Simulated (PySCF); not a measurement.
**C5H8O2: density, localisation and related maps**

Input

```
{"job": {"kind": "sp", "xc": "M06-2X", "basis": "def2-TZVP", "grid": 3}, "charge": 0, "multiplicity": 1}
O      2.645877    -0.015492    -0.857841
C      1.935812     0.653627    -0.158586
C      0.781703     0.110500     0.665299
C      0.099007    -1.093877     0.020597
C     -1.058929    -0.429353    -0.717751
C     -1.415696     0.697374     0.239660
O     -0.186682     1.133497     0.788136
H      2.072120     1.760589    -0.052680
H      1.196392    -0.135014     1.663720
H      0.799747    -1.636227    -0.629278
H     -0.271944    -1.786884     0.790243
H     -1.899574    -1.107723    -0.920235
H     -0.714006    -0.018130    -1.680268
H     -1.907000     1.554926    -0.244785
H     -2.083874     0.332283     1.044132
```

Command:

```sh
OMP_NUM_THREADS=1 python redox_run.py task.json out
```

Geometry: PBE0-D3(BJ)/def2-SVP.

Level of theory: DFT single point, gas phase, functional M06-2X (PySCF 2.14.0, density-fitted response routines).

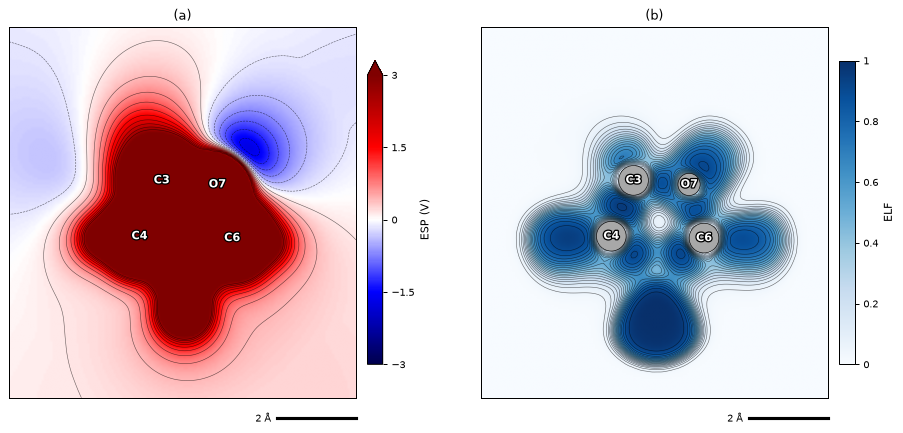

Figure 1. (a) molecular electrostatic potential; (b) ELF on the plane of atoms C3, O7 and C6. Grey discs cover the atomic cores in the ELF map.

### Read the bonding off the picture.

The plane passes through C and O nuclei. C–C (1.53 Å): the ELF peaks at about 0.95 between the atoms: localised, covalent bonding. The ELF also peaks beside O7, away from the bonds: lone-pair regions. Outside the dense part of the molecule the potential is most negative (−1.7 V) near O7.

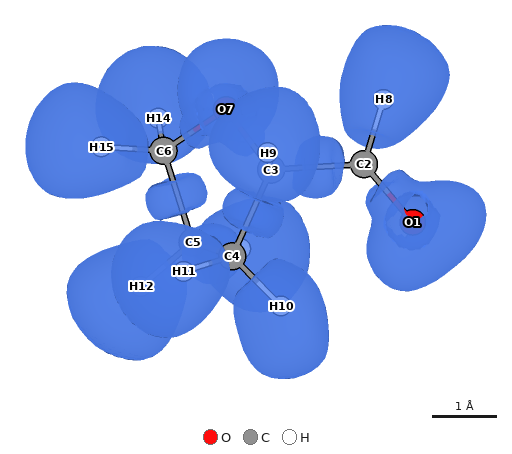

Figure 2. Isosurface of the ELF at 0.75 (blue), seen at a tilt. Only the valence region is drawn (cores and ρ < 0.01 e/Å³ removed).

### Describe the localisation domains.

The surface consists of four regions between bonded C–C atoms (shared pairs), eight regions around hydrogen nuclei and two regions on O in which the atom's valence shell and bonds are merged. Along the contacts the grid gives the following. C–O (1.20 Å): the ELF peaks at about 0.85 between the atoms: a short, multiple covalent bond. C–C (1.52 Å): the ELF peaks at about 0.95 between the atoms; a shared electron pair.

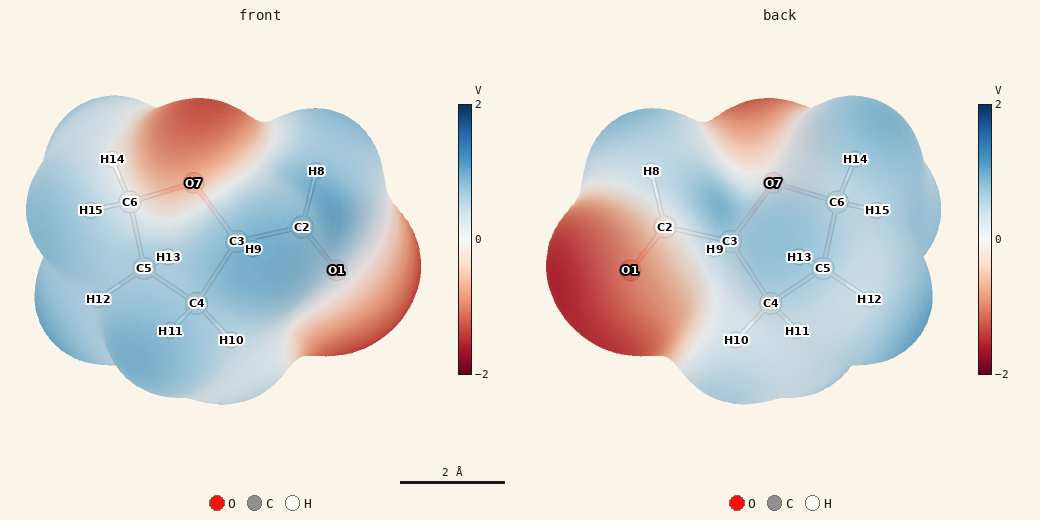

Figure 3. The electrostatic potential painted on the density surface at 0.002 e/bohr³, seen from the front and from behind; the colour scale runs from red (negative) to blue (positive).

### Describe the electrostatic potential map.

The most negative region (about −1.6 V, or −37 kcal/mol for a unit charge) lies over O1, the most positive (about +1.0 V, or +23 kcal/mol for a unit charge) over C2, H9 and H12. O1 is the likeliest acceptor of a hydrogen bond.
